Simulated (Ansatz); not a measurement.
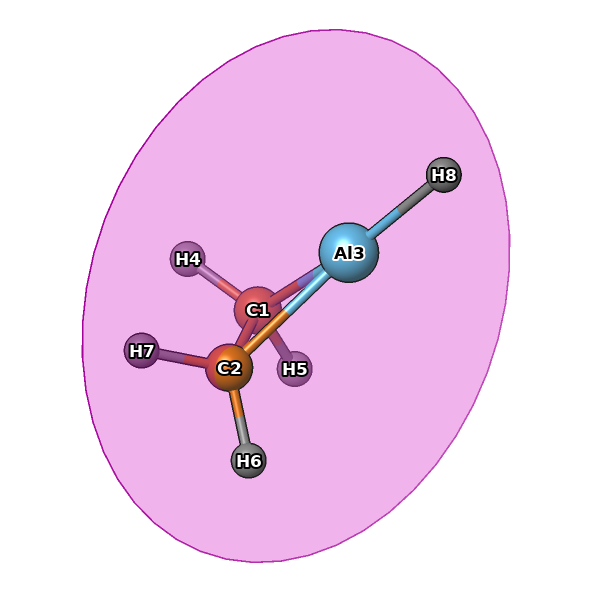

A disc through the centre of mass is drawn in. Atoms fade into the background with distance from the viewer. Computed geometry: PBE-D4/def2-SVP optimisation. No frequency run is at hand to confirm it as a minimum.

Is the plane of the disc a mirror plane of the structure?

No. The point group is C2v, with 1 C2 axis and 2 mirror planes, and this plane isn't one of its mirror planes.
